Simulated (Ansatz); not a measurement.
# P2W2 (quintet): what the fields show

Input

```
crystal:
  periodic: [false, false, false]
  atoms:
    - {symbol: W, position_ang: [1.120927, 0.009762, -0.541068]}
    - {symbol: W, position_ang: [-0.994204, 0.744162, -0.084364]}
    - {symbol: P, position_ang: [-0.718268, -1.407505, -1.062246]}
    - {symbol: P, position_ang: [0.591535, 0.653580, 1.687679]}
basis:
  gaussian: {orbitals: def2-TZVP, initial_orbitals: start.molden}
magnetization: {spin_polarized: true, initial_magnetization: 4}
hamiltonian: {xc: pbe0, dispersion: d4}
scf: {omitted_lower_state_checks: [starts]}
output: {orbitals: {seedname: orbitals}}
```

Launched as:

```sh
ansatz run in.yaml --threads 4 --pin off --events-out ev --progress --plain --max-ram 3916MiB
```

Geometry: PBE-D4/def2-SVP; core potentials replace the inner electrons of W.

All numbers below come from Ansatz 0.2.0, UKS PBE0-D4/def2-TZVP.

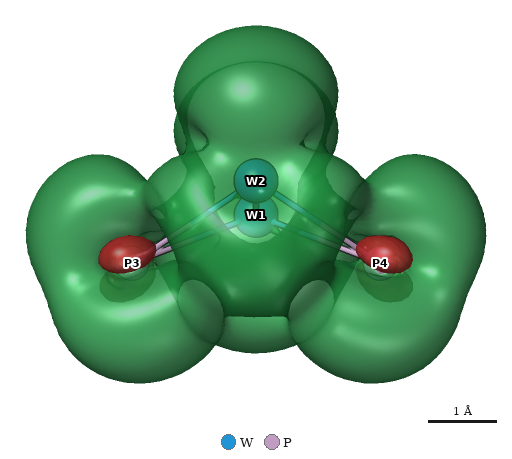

Figure 1. Isosurfaces of the spin density at +0.015 (green) and −0.015 e/Å³ (red), seen from one side.

### Where is the unpaired spin?

The unpaired spin (4 electrons) lies mostly on W1 (about 1.4), W2 (about 1.4), P3 (about 0.6) and P4 (about 0.6), in electrons by Hirshfeld's partition.

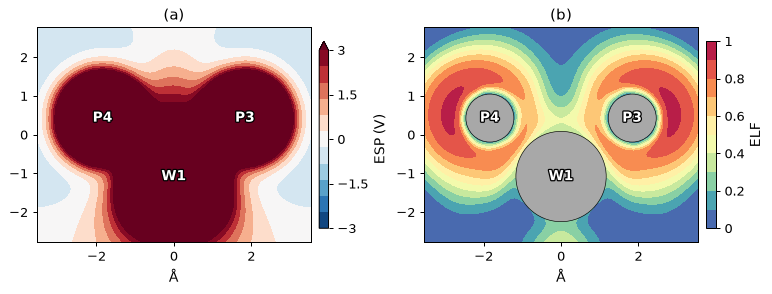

Figure 2. (a) molecular electrostatic potential; (b) electron localisation function on the plane of atoms P3, W1 and P4. Grey discs cover the atomic cores in the ELF map.

### What does the map show?

- The plane passes through W and P nuclei.
- P–W (2.38 Å): the ELF peaks at about 0.75 in the valence shell of P, 0.9 Å from its nucleus, and is about 0.50 at the midpoint.
- Outside the dense part of the molecule the potential is most negative (−0.6 V) near P3 and P4.

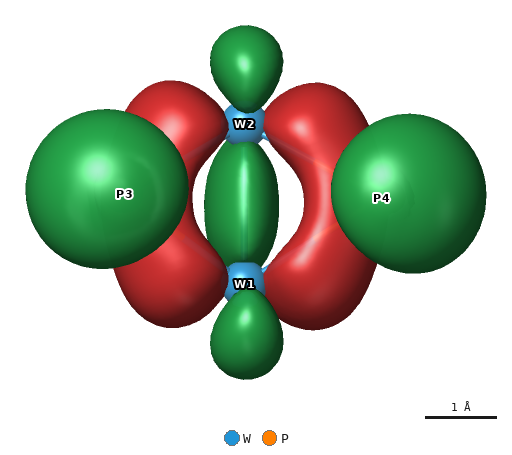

Figure 3. The HOMO−1 (β) at ±0.1 Å⁻³ᐟ² (green and red are the two phases), seen across its widest extent.

### Where does this orbital lie, and at what energy?

It lies mainly on P4 (about 25 %), P3 (about 25 %), W2 (about 25 %) and W1 (about 25 %). Its energy is −6.76 eV.
